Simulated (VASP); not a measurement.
# Cr2B with r2SCAN: from relaxation to properties, part 2 of 4

What structure does Cr2B take at this level, and what are its properties? The start is a computed cell from the Materials Project.

VASP 6.6.1; r2SCAN, spin-polarised from a ferromagnetic start; plane waves and PAW (Cr_pv, B).

So far: The structure; Full relaxation (r2SCAN). The relaxed cell has a, b, c = 4.185, 7.290, 14.498 Å (conventional setting).

## 2. Full relaxation (r2SCAN) (continued)

Step by step:

```tsv
step	energy less that of the first step (eV)	largest force (eV/Å)	pressure (GPa)	volume (Å³)
1	0.0000	0.0180	-0.76	110.87
2	0.0010	0.0113	1.31	110.16
3	-0.0007	0.0094	0.05	110.58
```

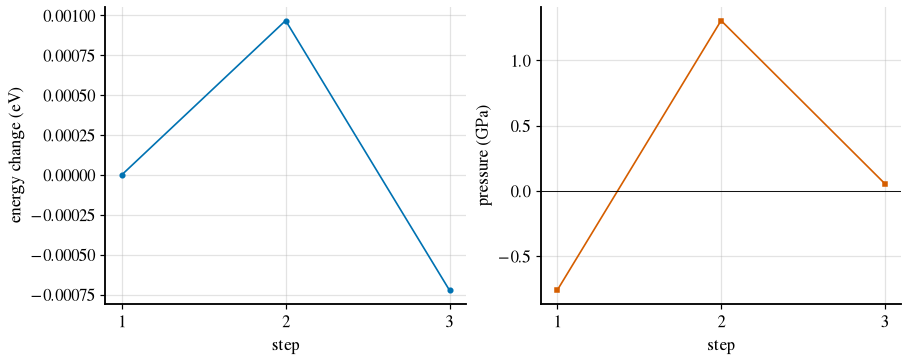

Energy and pressure along the relaxation.

```tsv
conventional cell, symmetrised	before	after	change
a (Å)	4.189	4.185	-0.1 %
b (Å)	7.297	7.290	-0.1 %
c (Å)	14.506	14.498	-0.1 %
volume (Å³/atom)	9.24	9.22	-0.3 %
```

The relaxed structure:

```cif
data_structure
_symmetry_space_group_name_H-M 'P 1'
_symmetry_Int_Tables_number 1
_cell_length_a 4.1853
_cell_length_b 4.2029
_cell_length_c 7.5448
_cell_angle_alpha 82.062
_cell_angle_beta 106.103
_cell_angle_gamma 119.861
_cell_volume 110.58
loop_
_atom_site_label
_atom_site_type_symbol
_atom_site_fract_x
_atom_site_fract_y
_atom_site_fract_z
_atom_site_occupancy
Cr1 Cr 0.16714 0.50000 0.33428 1
Cr2 Cr 0.58286 0.00000 0.16572 1
Cr3 Cr 0.58488 0.16977 0.50000 1
Cr4 Cr 0.41714 0.00000 0.83428 1
Cr5 Cr 0.16512 0.33023 0.00000 1
Cr6 Cr 0.91512 0.83023 0.50000 1
Cr7 Cr 0.33286 0.50000 0.66572 1
Cr8 Cr 0.83488 0.66977 0.00000 1
B9 B 0.12565 0.00000 0.25130 1
B10 B 0.87565 0.50000 0.75130 1
B11 B 0.87435 0.00000 0.74870 1
B12 B 0.62435 0.50000 0.24870 1
```

Numbers from this step:

```
electrons                       : 108
bands                           : 86
irreducible k-points            : 46
symmetry operations             : 8
free energy (TOTEN)             : -152.4508 eV
Fermi energy                    : 10.98 eV
pressure                        : 0.05464 GPa
metallic                        : yes
SCF cycles over all ionic steps : 40
```

The spin moment in the PAW sphere vanishes on all atoms.

It ends with a largest force of 0.009 eV/Å and a pressure of 0.05 GPa.

## 3. Density, ELF and potential (r2SCAN)

The relaxed cell gets a fresh self-consistent run, on a basis set for its own volume, to fix the density and to check the remaining stress.

Contents of INCAR:

```
SYSTEM = Cr2B
PREC = Accurate
ENCUT = 420
EDIFF = 1E-06
NELM = 100
ISMEAR = 1
SIGMA = 0.2
LREAL = .FALSE.
ALGO = Normal
METAGGA = R2SCAN
LASPH = .TRUE.
NBANDS = 86
ISPIN = 2
MAGMOM = 3 3 3 3 3 3 3 3 0 0 0 0
LMAXMIX = 4
LORBIT = 11
LWAVE = .FALSE.
LCHARG = .TRUE.
ISIF = 2
LELF = .TRUE.
LVHAR = .TRUE.
```

Contents of POSCAR:

```
Cr2B
1.0
    4.1853373751      0.0000000000      0.0000000000
   -2.0926686876     -3.6449280048      0.0000000000
   -2.0926686876      0.0000000000     -7.2488054813
Cr B
8 4
Direct
    0.1671404134      0.5000000000      0.3342808267
    0.5828595866      0.0000000000      0.1657191733
    0.5848827994      0.1697655988      0.5000000000
    0.4171404134      0.0000000000      0.8342808267
    0.1651172006      0.3302344012      0.0000000000
    0.9151172006      0.8302344012      0.5000000000
    0.3328595866      0.5000000000      0.6657191733
    0.8348827994      0.6697655988      0.0000000000
    0.1256496902      0.0000000000      0.2512993805
    0.8756496902      0.5000000000      0.7512993805
    0.8743503098      0.0000000000      0.7487006195
    0.6243503098      0.5000000000      0.2487006195
```

Contents of KPOINTS:

```
Automatic mesh
0
Gamma
6 6 6
0 0 0
```

PAW data sets: Cr_pv and B (PBE family, release 64).

The run is started by

```bash
$ mpirun -np 8 vasp_std
```

Output:

```text
[banner, memory and clock lines left out]
running    8 mpi-ranks, on    1 nodes
 distrk:  each k-point on    8 cores,    1 groups
 distr:  one band on    1 cores,    8 groups

 POSCAR found type information on POSCAR CrB
 POSCAR found :  2 types and      12 ions
 [... a notice as in an earlier step ...]

 [... a notice as in an earlier step ...]

 LDA part: xc-table for (None), standard interpolation
|                                                                             |
|           W    W    AA    RRRRR   N    N  II  N    N   GGGG   !!!           |
|           W    W   A  A   R    R  NN   N  II  NN   N  G    G  !!!           |
|           W    W  A    A  R    R  N N  N  II  N N  N  G       !!!           |
|           W WW W  AAAAAA  RRRRR   N  N N  II  N  N N  G  GGG   !            |
|           WW  WW  A    A  R   R   N   NN  II  N   NN  G    G                |
|           W    W  A    A  R    R  N    N  II  N    N   GGGG   !!!           |
|                                                                             |
|     The number of bands has been changed from the values supplied in        |
|     The orbitals not found in the WAVECAR file will be initialized with     |
|     random numbers, which is usually adequate. For correlated               |
|     calculations, however, you should redo the groundstate calculation.     |
|     I found NBANDS = 86. Now, NBANDS = 88.                                  |
|                                                                             |

 POSCAR, INCAR and KPOINTS ok, starting setup
 FFT: planning ... GRIDC
 FFT: planning ... GRID_SOFT
 FFT: planning ... GRID
 WAVECAR not read
 entering main loop
       N       E                     dE             d eps       ncg     rms          rms(c)
DAV:   1     0.136116923308E+04    0.13612E+04   -0.49495E+04 16264   0.134E+03
DAV:   2    -0.806716166581E+02   -0.14418E+04   -0.13482E+04 16192   0.462E+02
DAV:   3    -0.184640051223E+03   -0.10397E+03   -0.98119E+02 16840   0.142E+02
DAV:   4    -0.187230351811E+03   -0.25903E+01   -0.25587E+01 18192   0.221E+01
DAV:   5    -0.187348856628E+03   -0.11850E+00   -0.11797E+00 24680   0.352E+00    0.662E+01
DAV:   6    -0.146673816202E+03    0.40675E+02   -0.14910E+02 18960   0.733E+01    0.249E+01
DAV:   7    -0.150767993817E+03   -0.40942E+01   -0.22112E+01 18792   0.227E+01    0.114E+01
DAV:   8    -0.152454704008E+03   -0.16867E+01   -0.44066E+00 20440   0.180E+01    0.127E+01
DAV:   9    -0.151848655793E+03    0.60605E+00   -0.19159E+00 19784   0.110E+01    0.592E+00
DAV:  10    -0.152385107691E+03   -0.53645E+00   -0.10371E+00 17608   0.464E+00    0.278E+00
DAV:  11    -0.152426915873E+03   -0.41808E-01   -0.97218E-02 18856   0.151E+00    0.130E+00
DAV:  12    -0.152440764286E+03   -0.13848E-01   -0.31436E-02 17920   0.736E-01    0.800E-01
DAV:  13    -0.152443906993E+03   -0.31427E-02   -0.73238E-03 17904   0.313E-01    0.334E-01
DAV:  14    -0.152446224157E+03   -0.23172E-02   -0.48670E-03 19200   0.246E-01    0.234E-01
DAV:  15    -0.152448043067E+03   -0.18189E-02   -0.40436E-03 19384   0.230E-01    0.119E-01
DAV:  16    -0.152448537724E+03   -0.49466E-03   -0.11122E-03 18064   0.114E-01    0.745E-02
DAV:  17    -0.152448795478E+03   -0.25775E-03   -0.80162E-04 19728   0.971E-02    0.489E-02
DAV:  18    -0.152448900610E+03   -0.10513E-03   -0.21771E-04 18552   0.520E-02    0.314E-02
DAV:  19    -0.152448960047E+03   -0.59437E-04   -0.29264E-04 19744   0.618E-02    0.161E-02
DAV:  20    -0.152448982186E+03   -0.22139E-04   -0.42597E-05 17488   0.235E-02    0.953E-03
DAV:  21    -0.152448984312E+03   -0.21259E-05   -0.13394E-05 16432   0.131E-02    0.439E-03
DAV:  22    -0.152448984540E+03   -0.22849E-06   -0.32043E-06 12992   0.700E-03
   1 F= -.15244898E+03 E0= -.15244896E+03  d E =-.823179E-04  mag=     0.0012
```

The job ended after 5.1 min (8 MPI ranks of Intel Xeon 6975P-C (Granite Rapids), shared host; peak memory 1.5 GiB).

Parts of OUTCAR (step 3):

```text
  LATTYP: Found a face centered orthorhombic cell.
 ALAT       =     4.1853373751
 B/A-ratio  =     1.7417606650
 C/A-ratio  =     3.4639049767

 Found     46 irreducible k-points:

   k-points           NKPTS =     46   k-points in BZ     NKDIM =     46   number of bands    NBANDS=     88

   ENCUT  =  420.0 eV  30.87 Ry    5.56 a.u.   6.99  7.02 12.61*2*pi/ulx,y,z

   NELECT =     108.0000    total number of electrons

 E-fermi :  10.9769

 spin component 1
 k-point     1 :       0.0000    0.0000    0.0000
  band No.  band energies     occupation
    ...
     51      10.5954      1.01066
     52      10.6168      1.01443
     53      10.6804      1.02843
     54      10.7812      1.02273
     55      10.8502      0.93450
     56      10.9836      0.47157
     57      11.0842      0.11047
     58      11.1675     -0.01954
     59      12.0520     -0.00000
     60      12.1798     -0.00000
    ...

 k-point     2 :       0.1667    0.0000    0.0000
  band No.  band energies     occupation
    ...
     51      10.4653      1.00089
     52      10.5715      1.00732
     53      10.7548      1.03311
     54      10.8583      0.91671
     55      10.9300      0.69227
     56      11.0110      0.35790
     57      11.1913     -0.03109
     58      11.4109     -0.00444
     59      12.1730     -0.00000
     60      12.2334     -0.00000
    ...

 k-point     3 :       0.3333   -0.0000    0.0000
  band No.  band energies     occupation
    ...
     51      10.1095      1.00000
     52      10.4755      1.00112
     53      10.7629      1.03095
     54      10.8547      0.92476
     55      10.9709      0.52512
     56      11.3819     -0.00737
     57      11.6856     -0.00000
     58      11.7919     -0.00000
     59      11.9156     -0.00000
     60      12.2132     -0.00000
    ...

 k-point     4 :       0.5000   -0.0000   -0.0000
  band No.  band energies     occupation
    ...
     51       9.9663      1.00000
     52      10.3276      1.00002
     53      10.7492      1.03416
     54      10.8271      0.97572
     55      10.9721      0.52011
     56      11.3068     -0.02080
     57      11.5602     -0.00015
     58      11.7532     -0.00000
     59      12.2006     -0.00000
     60      12.2566     -0.00000
    ...

  Total        0.0168143     -0.0346327      0.1149781     -0.0000000      0.0000000      0.0000000
  in kB        0.2436143     -0.5017780      1.6658650     -0.0000000      0.0000000      0.0000000
  external PRESSURE =       0.4692338 kB  Pullay stress =       0.0000000 kB

 POSITION                                       TOTAL-FORCE (eV/Angst)
 -----------------------------------------------------------------------------------
     -1.04633     -1.82246     -2.42314        -0.000000      0.000000     -0.009859
      2.09267      0.00000     -1.20127         0.000000      0.000000      0.009859
      1.04633     -0.61878     -3.62440        -0.000000     -0.008556     -0.000000
      0.00000      0.00000     -6.04754        -0.000000      0.000000     -0.009859
     -0.00000     -1.20368      0.00000         0.000000      0.008556     -0.000000
      1.04633     -3.02614     -3.62440         0.000000      0.008556     -0.000000
     -1.04633     -1.82246     -4.82567         0.000000      0.000000      0.009859
      2.09267     -2.44125      0.00000        -0.000000     -0.008556     -0.000000
     -0.00000      0.00000     -1.82162        -0.000000      0.000000     -0.001452
      1.04633     -1.82246     -5.44602        -0.000000      0.000000     -0.001452
      2.09267      0.00000     -5.42719         0.000000      0.000000      0.001452
      1.04633     -1.82246     -1.80278         0.000000      0.000000      0.001452
 -----------------------------------------------------------------------------------
    total drift:                               -0.000000     -0.000000     -0.000000

  FREE ENERGIE OF THE ION-ELECTRON SYSTEM (eV)
  ---------------------------------------------------
  free  energy   TOTEN  =      -152.4489845400 eV

  energy  without entropy=     -152.4489022221  energy(sigma->0) =     -152.44895710

 total charge
# of ion       s       p       d       tot
------------------------------------------
    1        0.604   6.482   4.249  11.335
    2        0.604   6.482   4.249  11.335
    3        0.604   6.484   4.250  11.339
    4        0.604   6.482   4.249  11.335
    5        0.604   6.484   4.250  11.339
    6        0.604   6.484   4.250  11.339
    7        0.604   6.482   4.249  11.335
    8        0.604   6.484   4.250  11.339
    9        0.719   1.201   0.000   1.920
   10        0.719   1.201   0.000   1.920
   11        0.719   1.201   0.000   1.920
   12        0.719   1.201   0.000   1.920
--------------------------------------------------
tot          7.706  56.672  33.997  98.375

 magnetization (x)
# of ion       s       p       d       tot
------------------------------------------
    1        0.000  -0.000   0.000   0.000
    2        0.000  -0.000   0.000   0.000
    3        0.000  -0.000   0.000   0.000
    4        0.000  -0.000   0.000   0.000
    5        0.000  -0.000   0.000   0.000
    6        0.000  -0.000   0.000   0.000
    7        0.000  -0.000   0.000   0.000
    8        0.000  -0.000   0.000   0.000
    9       -0.000  -0.000   0.000  -0.000
   10       -0.000  -0.000   0.000  -0.000
   11       -0.000  -0.000   0.000  -0.000
   12       -0.000  -0.000   0.000  -0.000
--------------------------------------------------
tot          0.000  -0.000   0.002   0.002

[... 4 parts as in an earlier step ...]

[... 11 further parts left out ...]
```

With spin, VASP writes an ELF for each channel.

This step gave:

```
SCF cycles                                        : 22
bands                                             : 88
free energy (TOTEN)                               : -152.4490 eV
pressure                                          : 0.04692 GPa
moment of the cell, from the last line of the log : 0 μB
```

Valence electrons inside each PAW sphere by angular momentum. Sphere charges, by row:

```tsv
atom	s (e)	p (e)	d (e)	tot (e)
Cr1	0.604	6.482	4.249	11.34
Cr2	0.604	6.482	4.249	11.34
Cr3	0.604	6.484	4.25	11.34
Cr4	0.604	6.482	4.249	11.34
Cr5	0.604	6.484	4.25	11.34
Cr6	0.604	6.484	4.25	11.34
Cr7	0.604	6.482	4.249	11.34
Cr8	0.604	6.484	4.25	11.34
B9	0.719	1.201	0	1.92
B10	0.719	1.201	0	1.92
B11	0.719	1.201	0	1.92
B12	0.719	1.201	0	1.92
```

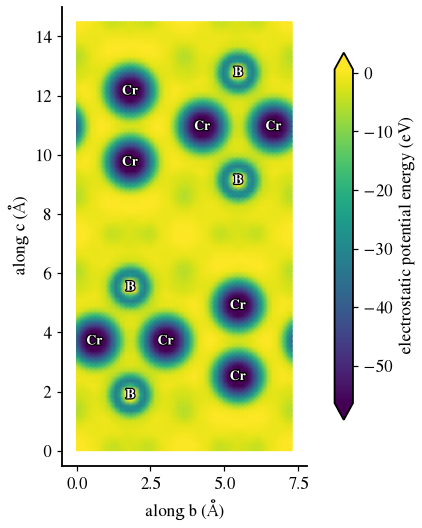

Electrostatic potential energy in the bc plane of the conventional cell at fractional x = 0.000, with atoms of Cr and B within 0.2 Å of it. With pseudopotentials it is smooth inside the atoms' cores, unlike the true potential. The map starts off the cell's origin, so that atoms lie inside it.

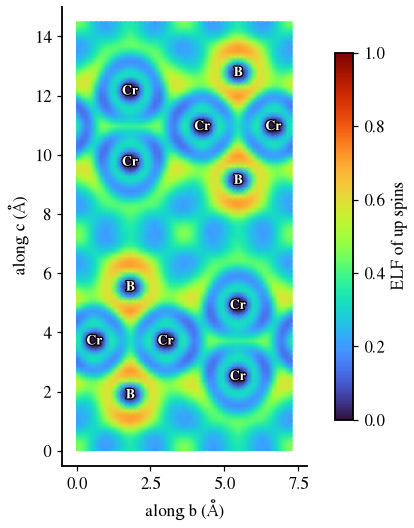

ELF of up spins in the bc plane of the conventional cell at fractional x = 0.000, with atoms of Cr and B within 0.2 Å of it. It is the smooth field of the valence electrons, not physical close to the nuclei. The map starts off the cell's origin, so that atoms lie inside it.

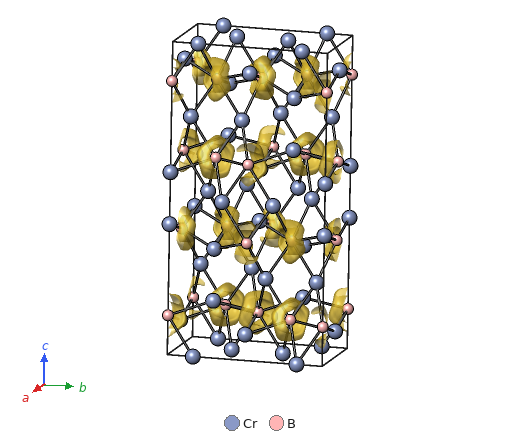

Surface of ELF of up spins = 0.65.

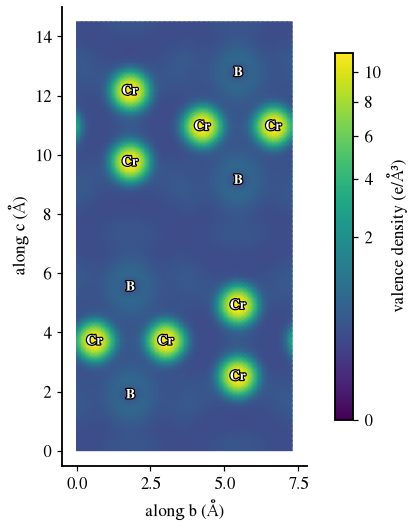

Valence density in the bc plane of the conventional cell at fractional x = 0.000, with atoms of Cr and B within 0.2 Å of it. It is the smooth field of the valence electrons, not physical close to the nuclei. The map starts off the cell's origin, so that atoms lie inside it. The colour scale is stretched toward low values.

In this run the pressure is 0.05 GPa, small enough to go on.

(Continued in part 3 of 4.)

[Lines on the potential files, build, host, timing and source positions are cut from VASP's logs without a mark.]

[Logs are printed without paths, hosts, clocks, repeated set-up lines and the standing remarks that a program may print on its own settings, such as how far it seeks lower states.]

[Hosts, paths, dates, database ids (printed as entryN), source tags and the programs' standing remarks are cut or masked in the printed files.]

[A measured line is paired with the nearest computed mode of its activity, which favours agreement.]
